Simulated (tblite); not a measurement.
## Run report: C₅H₁₂BNO, saddle-point search

C₅H₁₂BNO, SMILES CNBOCC1CC1, computed with GFN2-xTB saddle search (eigenvector following) and harmonic vibrations, gas phase (tblite 0.8.0).

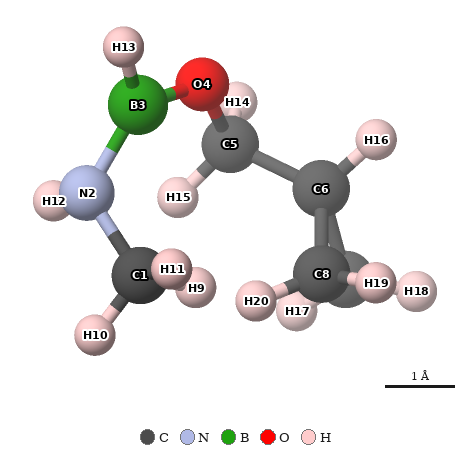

*The input geometry (ball-and-stick view, seen at a tilt; atoms are numbered from 1 in the order of the input).*

### Input
```
{"job": {"xc": "GFN2-xTB", "basis": "xTB", "kind": "saddle"}, "charge": 0, "multiplicity": 1}
C      0.677491     1.668280     0.416020
N      1.676590     0.611754     0.358707
B      1.339432    -0.642328     1.074928
O      0.349871    -1.429282     0.685619
C     -0.498912    -1.146154    -0.414882
C     -1.839572    -0.646653     0.070515
C     -2.669069     0.222842    -0.824928
C     -2.001432     0.811643     0.379264
H     -0.284464     1.391483    -0.040575
H      1.059431     2.556603    -0.089680
H      0.493363     1.916635     1.461152
H      1.903708     0.428231    -0.612181
H      1.943453    -1.027345     2.015582
H     -0.617839    -2.083904    -0.971055
H     -0.029751    -0.391507    -1.054092
H     -2.357443    -1.352270     0.708195
H     -2.273473     0.469758    -1.798134
H     -3.740825     0.095917    -0.811539
H     -2.613294     1.095578     1.221820
H     -1.145122     1.449335     0.223716
```

The first line tells a small driver script what to run in tblite; the rest is the geometry in Å.

Run as:
```bash
OMP_NUM_THREADS=1 python <driver script> task.json out
```

### The program's output
```
step      E/eV     max force
  0    -679.62968   5.3617
  1    -680.35633   3.7311
  2    -680.82946   2.6379
  3    -681.10526   1.9684
  4    -681.29565   1.4789
  5    -681.43519   1.1446
  6    -681.58901   0.7207
  7    -681.65697   0.6387
  8    -681.72817   0.4133
  9    -681.76811   0.4654
 10    -681.82303   0.3036
 11    -681.85098   0.2555
 12    -681.87903   0.1477
 13    -681.89274   0.2341
 14    -681.90096   0.2190
 15    -681.90538   0.2373
 16    -681.90916   0.0197
 17    -681.90942   0.0283
 18    -681.90950   0.0032
lowest wavenumbers (cm-1): -325.8 46.1 62.6 129.0 169.0 196.9
```

### Trajectory as extended XYZ (Å, eV, eV/Å), 11 of the 12 frames kept, from step=0 to step=18
```
20
Properties=species:S:1:pos:R:3:forces:R:3 step=0 energy=-679.62968
C     0.6775    1.6683    0.4160    1.5660   0.5250  -0.1540
N     1.6766    0.6118    0.3587    0.3280  -0.1950   0.2390
B     1.3394   -0.6423    1.0749    0.2620   0.2000   0.0330
O     0.3499   -1.4293    0.6856   -0.2720  -0.3660  -0.0710
C    -0.4989   -1.1462   -0.4149    0.0030  -0.1370   0.1540
C    -1.8396   -0.6467    0.0705   -0.0410   0.0420   0.0730
C    -2.6691    0.2228   -0.8249   -0.1780  -0.0590   0.0440
C    -2.0014    0.8116    0.3793   -2.0720  -0.3740   0.3320
H    -0.2845    1.3915   -0.0406    5.2210   0.4500  -1.1340
H     1.0594    2.5566   -0.0897    0.2230   0.1620   0.0500
H     0.4934    1.9166    1.4612    0.0710   0.0060   0.0580
H     1.9037    0.4282   -0.6122    0.0900  -0.0050  -0.0200
H     1.9435   -1.0273    2.0156   -0.0880   0.1830  -0.1670
H    -0.6178   -2.0839   -0.9711    0.0040   0.0320  -0.0270
H    -0.0298   -0.3915   -1.0541   -0.0430  -0.1910  -0.2400
H    -2.3574   -1.3523    0.7082    0.0240  -0.0330  -0.0320
H    -2.2735    0.4698   -1.7981   -0.0030   0.0250  -0.0540
H    -3.7408    0.0959   -0.8115   -0.0060  -0.0600  -0.0690
H    -2.6133    1.0956    1.2218   -0.2020  -0.1240   0.0870
H    -1.1451    1.4493    0.2237   -4.8880  -0.0800   0.8980
20
Properties=species:S:1:pos:R:3:forces:R:3 step=1 energy=-680.35633
C     0.7249    1.6712    0.4087    1.0330   0.3570  -0.1070
N     1.7166    0.6083    0.3482    0.2160  -0.1430   0.1490
B     1.3555   -0.6372    1.0640    0.1550   0.1230   0.0150
O     0.3441   -1.4123    0.6965   -0.1680  -0.2260  -0.0440
C    -0.5096   -1.1412   -0.4019    0.0010  -0.0880   0.0970
C    -1.8561   -0.6446    0.0739   -0.0390   0.0470   0.0540
C    -2.6803    0.2180   -0.8331   -0.1260  -0.0200   0.0360
C    -2.0609    0.8084    0.3975   -1.3670  -0.2390   0.2100
H    -0.2466    1.3947   -0.0332    3.6340   0.3650  -0.7630
H     1.1044    2.5581   -0.1011    0.1650   0.1030   0.0230
H     0.5532    1.9214    1.4565    0.0680   0.0100   0.0290
H     1.9502    0.4288   -0.6219    0.0680  -0.0080  -0.0160
H     1.9572   -1.0135    2.0054   -0.0550   0.1110  -0.1110
H    -0.6304   -2.0853   -0.9481   -0.0060   0.0140  -0.0050
H    -0.0465   -0.4016   -1.0641   -0.0280  -0.1390  -0.1500
H    -2.3771   -1.3632    0.6947    0.0140  -0.0140  -0.0260
H    -2.2557    0.4863   -1.7897   -0.0290   0.0160  -0.0190
H    -3.7492    0.0669   -0.8605    0.0260  -0.0280  -0.0340
H    -2.7034    1.0531    1.2309   -0.1220  -0.0880   0.0220
H    -1.2182    1.4823    0.2755   -3.4390  -0.1530   0.6400
20
Properties=species:S:1:pos:R:3:forces:R:3 step=3 energy=-681.10526
C     0.7917    1.6648    0.3719    0.4830   0.1910  -0.0420
N     1.7974    0.6107    0.3737    0.0450  -0.1370  -0.0780
B     1.3835   -0.6336    1.0610    0.0230   0.0410  -0.0400
O     0.3273   -1.3667    0.7165   -0.0140  -0.0470  -0.0060
C    -0.5249   -1.1153   -0.3871   -0.0110  -0.0450   0.0450
C    -1.8880   -0.6387    0.0693   -0.0420   0.0490   0.0540
C    -2.7136    0.2222   -0.8380   -0.0610   0.0280   0.0410
C    -2.1630    0.7979    0.4348   -0.5820  -0.1630   0.0660
H    -0.1794    1.3569   -0.0483    1.9090   0.2840  -0.3870
H     1.1600    2.5306   -0.1792    0.1020   0.0430  -0.0140
H     0.6273    1.9666    1.4090    0.0260   0.0050  -0.0100
H     2.1183    0.4412   -0.5759    0.0170   0.0230   0.1360
H     1.9870   -1.0373    1.9862   -0.0210   0.0220  -0.0620
H    -0.6356   -2.0710   -0.9173   -0.0220   0.0010   0.0200
H    -0.0677   -0.3970   -1.0779   -0.0230  -0.0810  -0.0320
H    -2.4086   -1.3892    0.6529    0.0030   0.0160  -0.0140
H    -2.2666    0.5371   -1.7714   -0.0360   0.0060   0.0320
H    -3.7746    0.0278   -0.9120    0.0700   0.0230   0.0010
H    -2.8507    0.9728    1.2519    0.0020  -0.0370  -0.0470
H    -1.3477    1.5187    0.3786   -1.8680  -0.2230   0.3370
20
Properties=species:S:1:pos:R:3:forces:R:3 step=4 energy=-681.29565
C     0.8044    1.6573    0.3518    0.3600   0.1330  -0.0350
N     1.8242    0.6153    0.3928    0.0110  -0.1270  -0.2100
B     1.4049   -0.6387    1.0541    0.0300   0.0270  -0.0350
O     0.3254   -1.3483    0.7284   -0.0050  -0.0320   0.0180
C    -0.5341   -1.1046   -0.3709   -0.0060  -0.0350   0.0360
C    -1.9022   -0.6320    0.0764   -0.0380   0.0480   0.0460
C    -2.7221    0.2263   -0.8392   -0.0390   0.0390   0.0400
C    -2.2033    0.7980    0.4491   -0.3880  -0.1150   0.0240
H    -0.1513    1.3306   -0.0864    1.4250   0.2890  -0.2700
H     1.1731    2.5213   -0.2016    0.0900   0.0200  -0.0130
H     0.6151    1.9714    1.3823    0.0200  -0.0140  -0.0490
H     2.2085    0.4634   -0.5387   -0.0150   0.0570   0.2790
H     2.0335   -1.0765    1.9489   -0.0390   0.0180  -0.0890
H    -0.6437   -2.0659   -0.8920   -0.0270  -0.0070   0.0260
H    -0.0805   -0.3966   -1.0742   -0.0190  -0.0740  -0.0190
H    -2.4271   -1.3899    0.6462    0.0020   0.0170  -0.0040
H    -2.2577    0.5553   -1.7598   -0.0480   0.0010   0.0440
H    -3.7786    0.0201   -0.9398    0.0680   0.0280   0.0170
H    -2.9084    0.9515    1.2557    0.0120  -0.0270  -0.0530
H    -1.4077    1.5406    0.4154   -1.3940  -0.2450   0.2500
20
Properties=species:S:1:pos:R:3:forces:R:3 step=6 energy=-681.58901
C     0.8591    1.6547    0.3473    0.1490   0.0790  -0.0280
N     1.8706    0.6096    0.4117   -0.0100  -0.0990  -0.2220
B     1.4453   -0.6548    1.0249   -0.0020  -0.0060  -0.0200
O     0.3223   -1.3206    0.7425    0.0070   0.0040   0.0250
C    -0.5511   -1.0854   -0.3472   -0.0070  -0.0170   0.0170
C    -1.9214   -0.6101    0.0920   -0.0650   0.0350   0.0260
C    -2.7680    0.2009   -0.8454   -0.0210   0.0040   0.0620
C    -2.2842    0.8118    0.4362   -0.1480  -0.0440   0.0330
H    -0.0620    1.3490   -0.1646    0.6630   0.2530  -0.1260
H     1.2563    2.5407   -0.1473    0.1000   0.0150   0.0040
H     0.6026    1.9216    1.3762    0.0100   0.0150  -0.0660
H     2.3656    0.5176   -0.4710    0.0050   0.0630   0.3070
H     2.1067   -1.1456    1.8671   -0.0150  -0.0230  -0.0930
H    -0.6735   -2.0593   -0.8442   -0.0190   0.0030   0.0150
H    -0.0989   -0.4044   -1.0775   -0.0340  -0.0290   0.0220
H    -2.4298   -1.3662    0.6789   -0.0210   0.0010  -0.0010
H    -2.3085    0.5397   -1.7638   -0.0270  -0.0180   0.0190
H    -3.8142   -0.0455   -0.9533    0.0410   0.0150   0.0170
H    -3.0018    0.9411    1.2371    0.0430  -0.0120  -0.0700
H    -1.5430    1.6037    0.3989   -0.6470  -0.2400   0.0780
20
Properties=species:S:1:pos:R:3:forces:R:3 step=9 energy=-681.76811
C     0.9976    1.7319    0.3522    0.0480   0.0840  -0.1090
N     1.8983    0.5889    0.3794   -0.0570  -0.0610  -0.1660
B     1.3888   -0.6256    1.0536    0.0360   0.0430   0.0100
O     0.2972   -1.3083    0.7210   -0.0140  -0.0080   0.0240
C    -0.5623   -1.0809   -0.3803   -0.0070  -0.0080   0.0080
C    -1.9437   -0.6569    0.0741   -0.0440  -0.0290   0.0040
C    -2.8285    0.1479   -0.8324   -0.0130  -0.0220   0.0120
C    -2.3236    0.7486    0.4428   -0.0690  -0.0230   0.0180
H     0.0842    1.5747   -0.2535    0.4260   0.1780   0.0590
H     1.5156    2.6138   -0.0445   -0.0010  -0.1540   0.1000
H     0.6957    1.9348    1.3829    0.0140   0.0390  -0.1260
H     2.2834    0.4126   -0.5464   -0.0630   0.0610   0.2240
H     1.9602   -1.0552    1.9929   -0.0390   0.0260  -0.1150
H    -0.6529   -2.0458   -0.9002    0.0090   0.0200  -0.0070
H    -0.1282   -0.3611   -1.0834   -0.0360   0.0180   0.0430
H    -2.4213   -1.4304    0.6634   -0.0240  -0.0250  -0.0130
H    -2.4030    0.5133   -1.7567   -0.0180  -0.0410   0.0170
H    -3.8713   -0.1181   -0.9135    0.0070  -0.0040   0.0040
H    -3.0157    0.8698    1.2638   -0.0020  -0.0130  -0.0240
H    -1.5984    1.5443    0.3833   -0.1520  -0.0790   0.0360
20
Properties=species:S:1:pos:R:3:forces:R:3 step=11 energy=-681.85098
C     1.0707    1.7836    0.3210    0.0530  -0.0280  -0.1090
N     1.8816    0.5758    0.3731   -0.1420   0.1410   0.0320
B     1.3478   -0.6109    1.0673   -0.0090   0.0280  -0.0250
O     0.2636   -1.3038    0.7333   -0.0150  -0.0010  -0.0070
C    -0.5812   -1.0782   -0.3788   -0.0120  -0.0090  -0.0110
C    -1.9785   -0.7038    0.0666    0.0100  -0.0360   0.0050
C    -2.8512    0.1294   -0.8227   -0.0120  -0.0030  -0.0060
C    -2.3489    0.6927    0.4701   -0.0570  -0.0370   0.0000
H     0.1838    1.7145   -0.3365    0.2420   0.0780   0.0250
H     1.6776    2.6252   -0.0290    0.0020  -0.0960   0.0630
H     0.7244    1.9997    1.3310    0.0200   0.0290  -0.0040
H     2.2876    0.3798   -0.5311    0.0320  -0.0100  -0.0330
H     1.9066   -1.0260    2.0149    0.0090  -0.0110   0.0020
H    -0.6278   -2.0274   -0.9330    0.0090   0.0350   0.0120
H    -0.1619   -0.3151   -1.0447   -0.0370  -0.0070   0.0360
H    -2.4560   -1.4987    0.6249   -0.0210  -0.0350   0.0010
H    -2.4218    0.5104   -1.7375   -0.0030  -0.0160  -0.0060
H    -3.8945   -0.1273   -0.9111   -0.0360  -0.0110   0.0000
H    -3.0452    0.8100    1.2860   -0.0240  -0.0150   0.0110
H    -1.6047    1.4688    0.4346   -0.0100   0.0060   0.0130
20
Properties=species:S:1:pos:R:3:forces:R:3 step=13 energy=-681.89274
C     1.1648    1.8283    0.3265    0.0040   0.0590  -0.0760
N     1.8886    0.5727    0.3974   -0.0640   0.0690  -0.0330
B     1.3169   -0.6059    1.0710    0.0040   0.0140  -0.0070
O     0.2398   -1.2949    0.7092   -0.0040   0.0070  -0.0030
C    -0.6032   -1.0548   -0.4004   -0.0060  -0.0020  -0.0140
C    -2.0055   -0.7324    0.0662   -0.0080  -0.0120  -0.0070
C    -2.9220    0.0671   -0.8112    0.0030  -0.0020   0.0100
C    -2.3818    0.6670    0.4512   -0.0290  -0.0050  -0.0090
H     0.3217    1.8411   -0.3948    0.2080   0.0270   0.1040
H     1.8551    2.6347    0.0435   -0.1030  -0.1420   0.0700
H     0.7662    2.0457    1.3192    0.0220   0.0140  -0.0800
H     2.3365    0.3654   -0.4851    0.0080  -0.0070   0.0000
H     1.8524   -1.0392    2.0259    0.0050   0.0010  -0.0060
H    -0.6177   -1.9811   -0.9927    0.0030   0.0250   0.0110
H    -0.2099   -0.2478   -1.0295   -0.0180  -0.0170   0.0250
H    -2.4438   -1.5335    0.6493    0.0040   0.0110  -0.0130
H    -2.5342    0.4308   -1.7523   -0.0130  -0.0200   0.0280
H    -3.9652   -0.2084   -0.8514    0.0260   0.0050   0.0020
H    -3.0508    0.8014    1.2878   -0.0010  -0.0020  -0.0150
H    -1.6359    1.4422    0.3687   -0.0420  -0.0240   0.0120
20
Properties=species:S:1:pos:R:3:forces:R:3 step=14 energy=-681.90096
C     1.2392    1.8463    0.3324    0.0540  -0.1380   0.0400
N     1.9161    0.5657    0.4079    0.0100   0.0120  -0.0530
B     1.3158   -0.6046    1.0682    0.0190   0.0170  -0.0140
O     0.2214   -1.2669    0.7084   -0.0010   0.0050  -0.0110
C    -0.6196   -1.0202   -0.4009   -0.0110   0.0030  -0.0330
C    -2.0318   -0.7441    0.0677    0.0190   0.0090  -0.0270
C    -2.9729    0.0226   -0.8131    0.0150  -0.0170   0.0120
C    -2.4368    0.6518    0.4359   -0.0070  -0.0200  -0.0050
H     0.4015    1.8849   -0.3724   -0.1260   0.0070  -0.1790
H     1.9483    2.6186    0.0437    0.1390   0.0850  -0.0310
H     0.8539    2.0936    1.3170   -0.0340  -0.0110   0.1390
H     2.4028    0.3570   -0.4552   -0.0450   0.0130   0.0840
H     1.8462   -1.0644    2.0147    0.0080   0.0010  -0.0110
H    -0.6044   -1.9309   -1.0195   -0.0020   0.0590   0.0390
H    -0.2455   -0.1836   -1.0047   -0.0250  -0.0550   0.0340
H    -2.4431   -1.5537    0.6589    0.0140   0.0300  -0.0120
H    -2.6035    0.3793   -1.7629    0.0040  -0.0040  -0.0010
H    -4.0097   -0.2768   -0.8383    0.0150   0.0020   0.0030
H    -3.1037    0.7876    1.2725   -0.0160   0.0040   0.0180
H    -1.7021    1.4362    0.3380   -0.0310  -0.0040   0.0060
20
Properties=species:S:1:pos:R:3:forces:R:3 step=16 energy=-681.90916
C     1.2855    1.8479    0.3234   -0.0070   0.0060   0.0060
N     1.9267    0.5505    0.3781   -0.0030  -0.0020   0.0000
B     1.3203   -0.5978    1.0677   -0.0010   0.0000  -0.0010
O     0.2161   -1.2516    0.7222    0.0020   0.0020   0.0000
C    -0.6220   -0.9960   -0.3868   -0.0010   0.0000   0.0000
C    -2.0390   -0.7440    0.0761   -0.0010   0.0020   0.0010
C    -2.9886    0.0005   -0.8128    0.0000   0.0020   0.0020
C    -2.4794    0.6416    0.4417   -0.0010  -0.0010  -0.0020
H     0.5021    1.9443   -0.4472    0.0130   0.0030   0.0040
H     2.0380    2.6174    0.1284   -0.0090  -0.0060   0.0080
H     0.8331    2.0501    1.2940    0.0050  -0.0020  -0.0190
H     2.3775    0.3275   -0.4982    0.0000   0.0000   0.0000
H     1.8466   -1.0407    2.0240    0.0000   0.0010  -0.0010
H    -0.5946   -1.8934   -1.0205    0.0000   0.0010   0.0010
H    -0.2551   -0.1460   -0.9721   -0.0010   0.0000   0.0010
H    -2.4377   -1.5603    0.6653    0.0010   0.0010   0.0000
H    -2.6166    0.3653   -1.7587   -0.0020  -0.0010   0.0040
H    -4.0177   -0.3220   -0.8488    0.0040   0.0010   0.0010
H    -3.1581    0.7603    1.2723    0.0040   0.0000  -0.0040
H    -1.7649    1.4453    0.3504   -0.0050  -0.0040   0.0010
20
Properties=species:S:1:pos:R:3:forces:R:3 step=18 energy=-681.90950
C     1.2917    1.8498    0.3176   -0.0010   0.0010   0.0010
N     1.9248    0.5484    0.3723   -0.0010   0.0010   0.0000
B     1.3170   -0.5944    1.0689    0.0000   0.0000   0.0000
O     0.2142   -1.2504    0.7236    0.0000   0.0000   0.0000
C    -0.6226   -0.9958   -0.3867    0.0000   0.0000   0.0000
C    -2.0403   -0.7473    0.0760    0.0000   0.0000   0.0000
C    -2.9900    0.0005   -0.8099    0.0000   0.0000   0.0000
C    -2.4809    0.6368    0.4469    0.0000   0.0000   0.0000
H     0.5329    1.9599   -0.4750    0.0020   0.0000   0.0020
H     2.0527    2.6189    0.1558   -0.0020  -0.0020   0.0010
H     0.8117    2.0415    1.2763    0.0010   0.0000  -0.0030
H     2.3736    0.3220   -0.5041    0.0000   0.0000  -0.0010
H     1.8391   -1.0295    2.0310    0.0000   0.0000  -0.0010
H    -0.5925   -1.8920   -1.0218    0.0000   0.0000   0.0000
H    -0.2570   -0.1436   -0.9695    0.0000   0.0000   0.0000
H    -2.4386   -1.5660    0.6619    0.0000   0.0000   0.0000
H    -2.6186    0.3692   -1.7543    0.0000   0.0000   0.0000
H    -4.0190   -0.3222   -0.8470    0.0000   0.0000   0.0000
H    -3.1595    0.7522    1.2780    0.0000   0.0000   0.0000
H    -1.7665    1.4406    0.3584    0.0000   0.0000   0.0000
```

### Key numbers

| quantity | value |
| --- | --- |
| outcome | converged |
| total energy | −681.9095 eV |
| point group | C1 |
| hardware | 1 CPU thread, shared host |
| wall time | 9.5 s |
| peak memory | 0.2 GiB |
